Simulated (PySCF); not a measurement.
**hydrogen sulfide (H2S): NMR shifts at several levels of theory**

How much do the NMR shifts of hydrogen sulfide (H2S) (`S`) depend on the level of theory, and what does each level cost?

The runs use PySCF 2.14.0, with density-fitted response routines of our own; the level of theory stands in each step. All values are computed, except where a source is named. Atoms count from 0, in the outputs and in this text.

### Step 1. The starting structure

3 atoms, charge 0, multiplicity 1; geometry from: GFN2-xTB. The atoms were then displaced at random by about 0.01 Å, so the start is not that level's minimum.

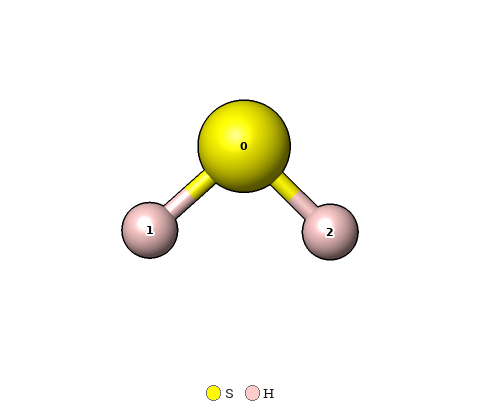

The starting geometry (sulfur yellow, hydrogen pink), atoms numbered.

### Step 2. Geometry optimisation at PBE0-D3(BJ)/def2-SVP

Job settings and geometry (Å):

```
{"job": {"xc": "PBE0", "basis": "def2-SVP", "d3": "d3bj", "grid": 1, "shake": 0.01, "kind": "geom"}, "charge": 0, "multiplicity": 1}
S     -0.008700     0.585130     0.001540
H     -0.941380    -0.362620    -0.013490
H      0.956100    -0.257450    -0.007220
```

Command:

```bash
> OMP_NUM_THREADS=1 python probes_run.py task.json out
```

One launch serves the whole session: the jobs run in the order shown.

The program printed:

```text
step   0  E = -399.11819325  max force = 0.036685
step   1  E = -399.12051286  max force = 0.011779
step   2  E = -399.12096448  max force = 0.002432
step   3  E = -399.12098347  max force = 0.000222
step   4  E = -399.12098363  max force = 0.000008
optimisation converged
```

Wall time 2.2 s (1 thread of Arm Neoverse N1, shared host); peak memory 0.23 GiB.

Relaxation path:

| step | energy from step 0 (eV) | largest force component (eV/Å) |
| --- | --- | --- |
| 0 | 0.0000 | 1.8864 |
| 1 | -0.0631 | 0.6057 |
| 2 | -0.0754 | 0.1251 |
| 3 | -0.0759 | 0.0114 |
| 4 | -0.0759 | 0.0004 |

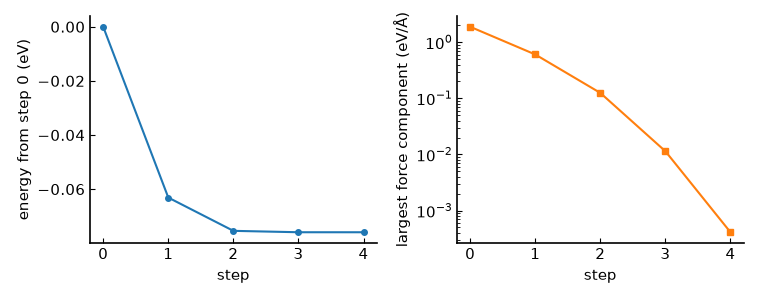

Energy and force, step by step.

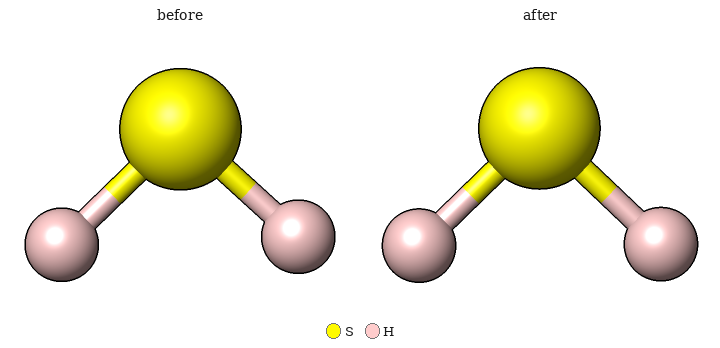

The geometry before (left) and after (right).

Distances of close pairs at the start and the end, largest changes first:

| bond | before (Å) | after (Å) | change (Å) |
| --- | --- | --- | --- |
| S0–H2 | 1.281 | 1.349 | +0.068 |
| S0–H1 | 1.330 | 1.349 | +0.019 |

The next job starts from the end point, and lists it.

| at the end point | value |
| --- | --- |
| point group (found at 0.08 Å tolerance) | C2v |
| rotational constants (GHz, main isotopes) | 304.1, 265.7, 141.8 |
| dipole moment (D) | 1.35 |

### Step 3. NMR shieldings: PBE0/pcSseg-2

Job settings and geometry (Å):

```
{"job": {"kind": "nmr", "xc": "PBE0", "basis": "pcSseg-2", "pop": false}, "charge": 0, "multiplicity": 1}
S     -0.034438     0.554508     0.028476
H     -0.979734    -0.407843     0.006550
H      0.962473    -0.354282     0.005225
```

With the program's defaults for keys left out, this is: GIAO PBE0/pcSseg-2 NMR shielding, non-relativistic, gas phase.

The program printed:

```text
coarse grid: 2864 points
cycle   1  E = -399.2556053713  dE = -9.352e-02  |g| = 1.693e-01  |ddm| = 1.080e+00
cycle   2  E = -399.2582703306  dE = -2.665e-03  |g| = 1.599e-01  |ddm| = 3.719e-01
cycle   3  E = -399.2655623735  dE = -7.292e-03  |g| = 1.659e-02  |ddm| = 1.700e-01
cycle   4  E = -399.2655745560  dE = -1.218e-05  |g| = 8.207e-04  |ddm| = 4.248e-03
cycle   5  E = -399.2655747682  dE = -2.122e-07  |g| = 1.453e-04  |ddm| = 1.084e-03
final grid: 22496 points
cycle   6  E = -399.2700473669  dE = -9.409e-06  |g| = 3.582e-03  |ddm| = 1.144e-02
cycle   7  E = -399.2700477706  dE = -4.037e-07  |g| = 3.190e-03  |ddm| = 5.635e-03
cycle   8  E = -399.2700497560  dE = -1.985e-06  |g| = 1.213e-04  |ddm| = 2.826e-03
cycle   9  E = -399.2700497598  dE = -3.763e-09  |g| = 3.561e-05  |ddm| = 1.404e-04
cycle  10  E = -399.2700497601  dE = -3.027e-10  |g| = 3.000e-06  |ddm| = 2.601e-05
converged SCF energy = -399.2700497601

GIAO shielding tensors (ppm)
atom      isotropic    diamagn.    paramagn.     s11        s22        s33       span
  0 S      705.780    1055.519    -349.739    563.525    655.355    898.459    334.935
  1 H       30.305      29.839       0.466     23.876     26.405     40.633     16.757
  2 H       30.304      29.848       0.456     23.876     26.404     40.632     16.756
```

It took 1.6 s on 1 thread of Arm Neoverse N1, shared host; peak memory 0.3 GiB.

Shifts follow as δ = σ(reference) − σ, with reference shieldings (ppm) from runs at the same level and on the same kind of geometry: ¹H TMS 31.25, ³³S CS2 503. The references are single molecules in the gas phase. Atoms listed in one row are averaged.

| atoms | environment | σ (ppm) | δ (ppm) |
| --- | --- | --- | --- |
| H1, H2 | hydrogen on a sulfur | 30.30 | 0.94 |
| S0 | sulfur bonded to 2 H | 706 | -203 |

### Step 4. NMR shieldings: mPW1PW91/pcSseg-2

Job settings and geometry (Å):

```
{"job": {"kind": "nmr", "xc": "mPW1PW91", "basis": "pcSseg-2", "pop": false}, "charge": 0, "multiplicity": 1}
S     -0.034438     0.554508     0.028476
H     -0.979734    -0.407843     0.006550
H      0.962473    -0.354282     0.005225
```

With the program's defaults for keys left out, this is: GIAO mPW1PW91/pcSseg-2 NMR shielding, non-relativistic, gas phase.

The program printed:

```text
coarse grid: 2864 points
cycle   1  E = -399.4189273208  dE = -9.328e-02  |g| = 1.715e-01  |ddm| = 1.079e+00
cycle   2  E = -399.4216483292  dE = -2.721e-03  |g| = 1.652e-01  |ddm| = 3.791e-01
cycle   3  E = -399.4292856659  dE = -7.637e-03  |g| = 1.528e-02  |ddm| = 1.715e-01
cycle   4  E = -399.4292975180  dE = -1.185e-05  |g| = 8.059e-04  |ddm| = 3.903e-03
cycle   5  E = -399.4292977441  dE = -2.261e-07  |g| = 1.597e-04  |ddm| = 1.137e-03
final grid: 22496 points
cycle   6  E = -399.4331142942  dE = -6.519e-06  |g| = 2.839e-03  |ddm| = 9.754e-03
cycle   7  E = -399.4331145313  dE = -2.372e-07  |g| = 2.423e-03  |ddm| = 4.130e-03
cycle   8  E = -399.4331156208  dE = -1.089e-06  |g| = 1.113e-04  |ddm| = 2.124e-03
cycle   9  E = -399.4331156243  dE = -3.492e-09  |g| = 2.718e-05  |ddm| = 1.319e-04
cycle  10  E = -399.4331156245  dE = -1.731e-10  |g| = 4.398e-06  |ddm| = 1.971e-05
converged SCF energy = -399.4331156245

GIAO shielding tensors (ppm)
atom      isotropic    diamagn.    paramagn.     s11        s22        s33       span
  0 S      699.934    1055.705    -355.771    555.021    649.938    894.843    339.822
  1 H       30.360      29.865       0.494     23.948     26.514     40.617     16.669
  2 H       30.359      29.874       0.485     23.948     26.514     40.616     16.668
```

Wall time 1.6 s (1 thread of Arm Neoverse N1, shared host); peak memory 0.3 GiB.

Key values: δ S0 -201, H1 0.93 ppm (means over like atoms).

### Step 5. NMR shieldings: WP04/pcSseg-2

Job settings and geometry (Å):

```
{"job": {"kind": "nmr", "xc": "WP04", "basis": "pcSseg-2", "pop": false}, "charge": 0, "multiplicity": 1}
S     -0.034438     0.554508     0.028476
H     -0.979734    -0.407843     0.006550
H      0.962473    -0.354282     0.005225
```

Level: GIAO WP04/pcSseg-2 NMR shielding, non-relativistic, gas phase.

The program printed:

```text
coarse grid: 2864 points
cycle   1  E = -403.3652931670  dE = -7.803e-02  |g| = 3.179e-01  |ddm| = 1.120e+00
cycle   2  E = -403.3623959895  dE =  2.897e-03  |g| = 3.441e-01  |ddm| = 6.337e-01
cycle   3  E = -403.3890467317  dE = -2.665e-02  |g| = 1.321e-02  |ddm| = 3.254e-01
cycle   4  E = -403.3890798548  dE = -3.312e-05  |g| = 5.808e-03  |ddm| = 1.587e-02
cycle   5  E = -403.3890885018  dE = -8.647e-06  |g| = 3.541e-04  |ddm| = 4.820e-03
final grid: 22496 points
cycle   6  E = -403.3931615604  dE = -8.663e-06  |g| = 1.382e-03  |ddm| = 8.827e-03
cycle   7  E = -403.3931615994  dE = -3.901e-08  |g| = 1.159e-03  |ddm| = 1.851e-03
cycle   8  E = -403.3931618260  dE = -2.266e-07  |g| = 1.125e-04  |ddm| = 1.021e-03
cycle   9  E = -403.3931618291  dE = -3.092e-09  |g| = 5.521e-05  |ddm| = 1.692e-04
cycle  10  E = -403.3931618300  dE = -8.579e-10  |g| = 5.363e-06  |ddm| = 4.811e-05
converged SCF energy = -403.3931618300

GIAO shielding tensors (ppm)
atom      isotropic    diamagn.    paramagn.     s11        s22        s33       span
  0 S      634.617    1059.043    -424.427    466.215    590.383    847.252    381.037
  1 H       30.882      30.366       0.516     24.641     27.695     40.308     15.667
  2 H       30.881      30.377       0.504     24.641     27.695     40.307     15.666
```

Run time: 1.5 s. Hardware: 1 thread of Arm Neoverse N1, shared host; peak memory 0.3 GiB.

This run: δ S0 -166, H1 0.73 ppm (means over like atoms).

### Step 6. NMR shieldings: B97-2/pcSseg-2

Job settings and geometry (Å):

```
{"job": {"kind": "nmr", "xc": "B97-2", "basis": "pcSseg-2", "pop": false}, "charge": 0, "multiplicity": 1}
S     -0.034438     0.554508     0.028476
H     -0.979734    -0.407843     0.006550
H      0.962473    -0.354282     0.005225
```

With the program's defaults for keys left out, this is: GIAO B97-2/pcSseg-2 NMR shielding, non-relativistic, gas phase.

The program printed:

```text
coarse grid: 2864 points
cycle   1  E = -399.4265389522  dE = -8.838e-02  |g| = 1.743e-01  |ddm| = 1.083e+00
cycle   2  E = -399.4282921712  dE = -1.753e-03  |g| = 1.812e-01  |ddm| = 4.006e-01
cycle   3  E = -399.4373173282  dE = -9.025e-03  |g| = 1.283e-02  |ddm| = 1.833e-01
cycle   4  E = -399.4373348467  dE = -1.752e-05  |g| = 9.251e-04  |ddm| = 6.296e-03
cycle   5  E = -399.4373350534  dE = -2.067e-07  |g| = 5.368e-04  |ddm| = 1.170e-03
final grid: 22496 points
cycle   6  E = -399.4422641225  dE = -1.087e-05  |g| = 1.814e-03  |ddm| = 8.056e-03
cycle   7  E = -399.4422642856  dE = -1.631e-07  |g| = 7.936e-04  |ddm| = 1.779e-03
cycle   8  E = -399.4422644396  dE = -1.540e-07  |g| = 4.096e-04  |ddm| = 1.189e-03
cycle   9  E = -399.4422644715  dE = -3.191e-08  |g| = 2.541e-05  |ddm| = 3.529e-04
cycle  10  E = -399.4422644717  dE = -1.305e-10  |g| = 7.921e-06  |ddm| = 2.528e-05
converged SCF energy = -399.4422644717

GIAO shielding tensors (ppm)
atom      isotropic    diamagn.    paramagn.     s11        s22        s33       span
  0 S      699.540    1055.996    -356.456    555.790    649.306    893.524    337.734
  1 H       30.424      29.956       0.467     24.026     26.641     40.603     16.577
  2 H       30.423      29.966       0.457     24.026     26.641     40.603     16.577
```

Wall time 1.5 s (1 thread of Arm Neoverse N1, shared host); peak memory 0.3 GiB.

Key values: δ S0 -192, H1 0.94 ppm (means over like atoms).

### Step 7. NMR shieldings: BHandHLYP/pcSseg-2

Job settings and geometry (Å):

```
{"job": {"kind": "nmr", "xc": "BHandHLYP", "basis": "pcSseg-2", "pop": false}, "charge": 0, "multiplicity": 1}
S     -0.034438     0.554508     0.028476
H     -0.979734    -0.407843     0.006550
H      0.962473    -0.354282     0.005225
```

With the program's defaults for keys left out, this is: GIAO BHandHLYP/pcSseg-2 NMR shielding, non-relativistic, gas phase.

The program printed:

```text
coarse grid: 2864 points
cycle   1  E = -399.3943478134  dE = -1.183e-01  |g| = 1.737e-01  |ddm| = 1.059e+00
cycle   2  E = -399.4025503039  dE = -8.202e-03  |g| = 1.164e-01  |ddm| = 3.260e-01
cycle   3  E = -399.4060817037  dE = -3.531e-03  |g| = 1.483e-02  |ddm| = 1.169e-01
cycle   4  E = -399.4061234036  dE = -4.170e-05  |g| = 3.320e-03  |ddm| = 1.143e-02
cycle   5  E = -399.4061274812  dE = -4.078e-06  |g| = 7.113e-04  |ddm| = 4.140e-03
final grid: 22496 points
cycle   6  E = -399.4079071623  dE = -1.831e-06  |g| = 5.654e-04  |ddm| = 2.784e-03
cycle   7  E = -399.4079071960  dE = -3.372e-08  |g| = 2.727e-04  |ddm| = 6.303e-04
cycle   8  E = -399.4079072078  dE = -1.178e-08  |g| = 3.881e-05  |ddm| = 2.314e-04
cycle   9  E = -399.4079072081  dE = -2.979e-10  |g| = 9.071e-06  |ddm| = 3.534e-05
converged SCF energy = -399.4079072081

GIAO shielding tensors (ppm)
atom      isotropic    diamagn.    paramagn.     s11        s22        s33       span
  0 S      691.059    1055.116    -364.056    533.716    645.750    893.712    359.996
  1 H       30.357      29.992       0.365     23.977     26.470     40.623     16.647
  2 H       30.356      30.000       0.357     23.976     26.470     40.622     16.646
```

Wall time 1.5 s (1 thread of Arm Neoverse N1, shared host); peak memory 0.3 GiB.

Key values: δ S0 -191, H1 1.09 ppm (means over like atoms).

### Step 8. Shielding tensors: CAM-B3LYP/pcSseg-2

Job settings and geometry (Å):

```
{"job": {"kind": "nmr", "xc": "CAM-B3LYP", "basis": "pcSseg-2", "pop": false}, "charge": 0, "multiplicity": 1}
S     -0.034438     0.554508     0.028476
H     -0.979734    -0.407843     0.006550
H      0.962473    -0.354282     0.005225
```

With the program's defaults for keys left out, this is: GIAO CAM-B3LYP/pcSseg-2 NMR shielding, non-relativistic, gas phase.

The program printed:

```text
coarse grid: 2864 points
cycle   1  E = -399.4074162208  dE = -1.276e-01  |g| = 1.867e-01  |ddm| = 1.057e+00
cycle   2  E = -399.4160277367  dE = -8.612e-03  |g| = 1.360e-01  |ddm| = 3.531e-01
cycle   3  E = -399.4205715758  dE = -4.544e-03  |g| = 1.696e-02  |ddm| = 1.256e-01
cycle   4  E = -399.4206093978  dE = -3.782e-05  |g| = 3.709e-03  |ddm| = 1.075e-02
cycle   5  E = -399.4206141530  dE = -4.755e-06  |g| = 7.924e-04  |ddm| = 4.749e-03
final grid: 22496 points
cycle   6  E = -399.4235425621  dE = -3.041e-06  |g| = 5.942e-04  |ddm| = 3.387e-03
cycle   7  E = -399.4235426021  dE = -3.996e-08  |g| = 2.758e-04  |ddm| = 6.609e-04
cycle   8  E = -399.4235426127  dE = -1.065e-08  |g| = 5.054e-05  |ddm| = 2.117e-04
cycle   9  E = -399.4235426132  dE = -4.816e-10  |g| = 1.118e-05  |ddm| = 4.771e-05
converged SCF energy = -399.4235426132

GIAO shielding tensors (ppm)
atom      isotropic    diamagn.    paramagn.     s11        s22        s33       span
  0 S      690.431    1055.500    -365.068    536.479    642.958    891.856    355.377
  1 H       30.367      29.910       0.457     23.993     26.550     40.557     16.563
  2 H       30.366      29.917       0.449     23.993     26.550     40.556     16.563
```

Wall time 1.8 s (1 thread of Arm Neoverse N1, shared host); peak memory 0.31 GiB.

In short: δ S0 -196, H1 0.97 ppm (means over like atoms).

### Step 9. Nuclear shieldings: wB97X-D/pcSseg-2

Job settings and geometry (Å):

```
{"job": {"kind": "nmr", "xc": "wB97X-D", "basis": "pcSseg-2", "pop": false}, "charge": 0, "multiplicity": 1}
S     -0.034438     0.554508     0.028476
H     -0.979734    -0.407843     0.006550
H      0.962473    -0.354282     0.005225
```

Level: GIAO wB97X-D/pcSseg-2 NMR shielding, non-relativistic, gas phase.

The program printed:

```text
coarse grid: 2864 points
cycle   1  E = -399.3925556022  dE = -1.430e-01  |g| = 2.055e-01  |ddm| = 1.062e+00
cycle   2  E = -399.4042220621  dE = -1.167e-02  |g| = 1.331e-01  |ddm| = 3.542e-01
cycle   3  E = -399.4083243415  dE = -4.102e-03  |g| = 1.729e-02  |ddm| = 1.128e-01
cycle   4  E = -399.4083783639  dE = -5.402e-05  |g| = 4.297e-03  |ddm| = 1.373e-02
cycle   5  E = -399.4083867639  dE = -8.400e-06  |g| = 8.385e-04  |ddm| = 6.694e-03
final grid: 22496 points
cycle   6  E = -399.4132101549  dE = -2.459e-05  |g| = 2.737e-03  |ddm| = 1.254e-02
cycle   7  E = -399.4132106546  dE = -4.997e-07  |g| = 1.354e-03  |ddm| = 1.728e-03
cycle   8  E = -399.4132108327  dE = -1.781e-07  |g| = 1.095e-04  |ddm| = 8.664e-04
cycle   9  E = -399.4132108375  dE = -4.821e-09  |g| = 3.737e-05  |ddm| = 1.491e-04
cycle  10  E = -399.4132108380  dE = -4.326e-10  |g| = 4.344e-06  |ddm| = 4.287e-05
converged SCF energy = -399.4132108380

GIAO shielding tensors (ppm)
atom      isotropic    diamagn.    paramagn.     s11        s22        s33       span
  0 S      696.385    1055.731    -359.346    545.414    648.428    895.313    349.899
  1 H       30.358      29.917       0.442     23.955     26.524     40.596     16.642
  2 H       30.358      29.925       0.433     23.955     26.524     40.596     16.641
```

Wall time 1.9 s (1 thread of Arm Neoverse N1, shared host); peak memory 0.31 GiB.

Key values: δ S0 -197, H1 1.00 ppm (means over like atoms).

### Step 10. Shielding tensors: LC-wPBE/pcSseg-2

Job settings and geometry (Å):

```
{"job": {"kind": "nmr", "xc": "LC-wPBE", "basis": "pcSseg-2", "pop": false}, "charge": 0, "multiplicity": 1}
S     -0.034438     0.554508     0.028476
H     -0.979734    -0.407843     0.006550
H      0.962473    -0.354282     0.005225
```

With the program's defaults for keys left out, this is: GIAO LC-wPBE/pcSseg-2 NMR shielding, non-relativistic, gas phase.

The program printed:

```text
coarse grid: 2864 points
cycle   1  E = -399.2783437402  dE = -1.666e-01  |g| = 2.123e-01  |ddm| = 1.072e+00
cycle   2  E = -399.2924277522  dE = -1.408e-02  |g| = 1.078e-01  |ddm| = 3.233e-01
cycle   3  E = -399.2949857711  dE = -2.558e-03  |g| = 1.905e-02  |ddm| = 8.139e-02
cycle   4  E = -399.2950751011  dE = -8.933e-05  |g| = 6.036e-03  |ddm| = 1.780e-02
cycle   5  E = -399.2950928071  dE = -1.771e-05  |g| = 1.073e-03  |ddm| = 8.714e-03
cycle   6  E = -399.2950936605  dE = -8.533e-07  |g| = 1.969e-04  |ddm| = 2.311e-03
final grid: 22496 points
cycle   7  E = -399.3025280182  dE = -2.363e-05  |g| = 6.299e-03  |ddm| = 1.134e-02
cycle   8  E = -399.3025297457  dE = -1.727e-06  |g| = 3.070e-03  |ddm| = 3.328e-03
cycle   9  E = -399.3025303761  dE = -6.304e-07  |g| = 8.273e-05  |ddm| = 1.474e-03
cycle  10  E = -399.3025303791  dE = -2.963e-09  |g| = 3.343e-05  |ddm| = 1.325e-04
cycle  11  E = -399.3025303794  dE = -3.617e-10  |g| = 4.742e-06  |ddm| = 4.949e-05
converged SCF energy = -399.3025303794

GIAO shielding tensors (ppm)
atom      isotropic    diamagn.    paramagn.     s11        s22        s33       span
  0 S      705.600    1055.471    -349.871    547.837    661.174    907.790    359.953
  1 H       30.239      29.874       0.365     23.786     26.280     40.650     16.864
  2 H       30.238      29.882       0.356     23.785     26.280     40.649     16.864
```

Run time: 2.4 s. Hardware: 1 thread of Arm Neoverse N1, shared host; peak memory 0.31 GiB.

This run: δ S0 -205, H1 1.08 ppm (means over like atoms).

### Step 11. Nuclear shieldings: PBE0/STO-3G

Job settings and geometry (Å):

```
{"job": {"kind": "nmr", "xc": "PBE0", "basis": "STO-3G", "pop": true}, "charge": 0, "multiplicity": 1}
S     -0.034438     0.554508     0.028476
H     -0.979734    -0.407843     0.006550
H      0.962473    -0.354282     0.005225
```

With the program's defaults for keys left out, this is: GIAO PBE0/STO-3G NMR shielding, non-relativistic, gas phase.

The program printed:

```text
coarse grid: 2864 points
cycle   1  E = -394.8010517700  dE = -2.781e-01  |g| = 2.118e-01  |ddm| = 1.803e+00
cycle   2  E = -394.8146075194  dE = -1.356e-02  |g| = 1.321e-01  |ddm| = 6.866e-01
cycle   3  E = -394.8225442384  dE = -7.937e-03  |g| = 5.892e-04  |ddm| = 2.583e-01
cycle   4  E = -394.8225444425  dE = -2.041e-07  |g| = 4.287e-05  |ddm| = 1.921e-03
final grid: 22496 points
cycle   5  E = -394.8182903007  dE = -1.742e-06  |g| = 1.303e-03  |ddm| = 6.089e-03
cycle   6  E = -394.8182907694  dE = -4.687e-07  |g| = 8.065e-04  |ddm| = 4.021e-03
cycle   7  E = -394.8182910636  dE = -2.942e-07  |g| = 1.355e-06  |ddm| = 1.541e-03
cycle   8  E = -394.8182910636  dE = -1.648e-12  |g| = 1.091e-07  |ddm| = 4.769e-06
converged SCF energy = -394.8182910636

GIAO shielding tensors (ppm)
atom      isotropic    diamagn.    paramagn.     s11        s22        s33       span
  0 S      789.750    1041.953    -252.203    640.411    824.473    904.367    263.956
  1 H       33.269      31.824       1.445     26.731     31.332     41.745     15.014
  2 H       33.269      31.834       1.435     26.730     31.332     41.745     15.014
```

Run time: 0.74 s. Hardware: 1 thread of Arm Neoverse N1, shared host; peak memory 0.31 GiB.

In short: δ S0 -165, H1 -0.66 ppm (means over like atoms).

### Step 12. Shielding tensors: PBE0/6-31G

Job settings and geometry (Å):

```
{"job": {"kind": "nmr", "xc": "PBE0", "basis": "6-31G", "pop": true}, "charge": 0, "multiplicity": 1}
S     -0.034438     0.554508     0.028476
H     -0.979734    -0.407843     0.006550
H      0.962473    -0.354282     0.005225
```

With the program's defaults for keys left out, this is: GIAO PBE0/6-31G NMR shielding, non-relativistic, gas phase.

The program printed:

```text
coarse grid: 2864 points
cycle   1  E = -399.1915549188  dE = -4.362e-02  |g| = 2.002e-01  |ddm| = 1.403e+00
cycle   2  E = -399.1977560650  dE = -6.201e-03  |g| = 1.778e-01  |ddm| = 6.783e-01
cycle   3  E = -399.2091945147  dE = -1.144e-02  |g| = 7.506e-03  |ddm| = 3.023e-01
cycle   4  E = -399.2092162426  dE = -2.173e-05  |g| = 5.112e-04  |ddm| = 1.417e-02
cycle   5  E = -399.2092163537  dE = -1.112e-07  |g| = 1.468e-05  |ddm| = 1.407e-03
final grid: 22496 points
cycle   6  E = -399.1899094652  dE = -1.868e-06  |g| = 2.704e-03  |ddm| = 1.110e-02
cycle   7  E = -399.1899099488  dE = -4.836e-07  |g| = 2.446e-03  |ddm| = 8.299e-03
cycle   8  E = -399.1899120489  dE = -2.100e-06  |g| = 1.379e-05  |ddm| = 3.972e-03
cycle   9  E = -399.1899120490  dE = -9.720e-11  |g| = 2.645e-06  |ddm| = 3.654e-05
converged SCF energy = -399.1899120490

GIAO shielding tensors (ppm)
atom      isotropic    diamagn.    paramagn.     s11        s22        s33       span
  0 S      726.783    1054.725    -327.942    615.198    687.080    878.072    262.874
  1 H       32.226      30.118       2.109     25.625     29.613     41.441     15.816
  2 H       32.226      30.122       2.103     25.625     29.612     41.440     15.816
```

Run time: 1.3 s. Hardware: 1 thread of Arm Neoverse N1, shared host; peak memory 0.31 GiB.

Key values: δ S0 -186, H1 0.39 ppm (means over like atoms).

### Step 13. Side by side: NMR shifts

Shifts (ppm), means over like atoms, with basis size and wall time:

| run | H1 | S0 | functions | time |
| --- | --- | --- | --- | --- |
| PBE0/pcSseg-2 | 0.94 | -203 | 71 | 1.6 s |
| mPW1PW91/pcSseg-2 | 0.93 | -201 | 71 | 1.6 s |
| WP04/pcSseg-2 | 0.73 | -166 | 71 | 1.5 s |
| B97-2/pcSseg-2 | 0.94 | -192 | 71 | 1.5 s |
| BHandHLYP/pcSseg-2 | 1.09 | -191 | 71 | 1.5 s |
| CAM-B3LYP/pcSseg-2 | 0.97 | -196 | 71 | 1.8 s |
| wB97X-D/pcSseg-2 | 1.00 | -197 | 71 | 1.9 s |
| LC-wPBE/pcSseg-2 | 1.08 | -205 | 71 | 2.4 s |
| PBE0/STO-3G | -0.66 | -165 | 11 | 0.74 s |
| PBE0/6-31G | 0.39 | -186 | 17 | 1.3 s |

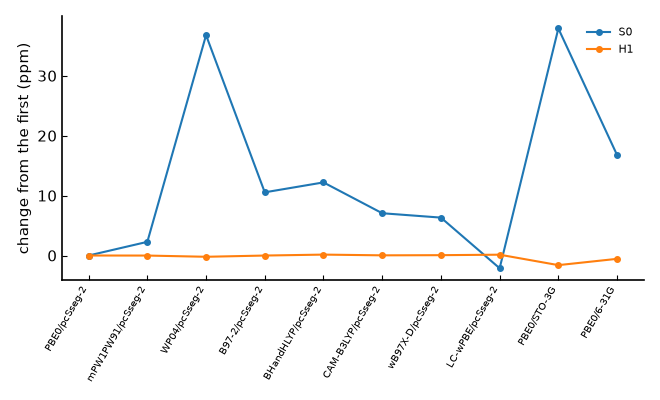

How the tabulated atoms move from run to run.

### Step 14. Outcome

| quantity | value |
| --- | --- |
| point group | C2v |
| rotational constants (main isotopes) | 304.10, 265.67, 141.79 GHz |
| ¹H shifts against TMS (PBE0/pcSseg-2, means over atoms taken as alike) | 0.94 ppm |
| ³³S shifts against CS2 (PBE0/pcSseg-2) | -203 ppm |
| range of the shift of S0 | -205 to -165 ppm |
| property runs in this session | 10, of which 0 failed and 1 gave unsound results |

In words: Single values in the summary come from the first run of each kind that ended normally (PBE0/pcSseg-2), which need not be the best level. Over 4 steps the energy fell by 0.076 eV; of the close pairs, S0–H2 changed most, 1.281 to 1.349 Å. At PBE0/pcSseg-2: The widest tensor belongs to S0: span 335 ppm, with a paramagnetic part of -350 ppm. Across the 10 runs the shift of S0 moves most, between -205 (LC-wPBE/pcSseg-2) and -165 ppm (PBE0/STO-3G). A minimal basis is unusable for shieldings, so that end is no result.
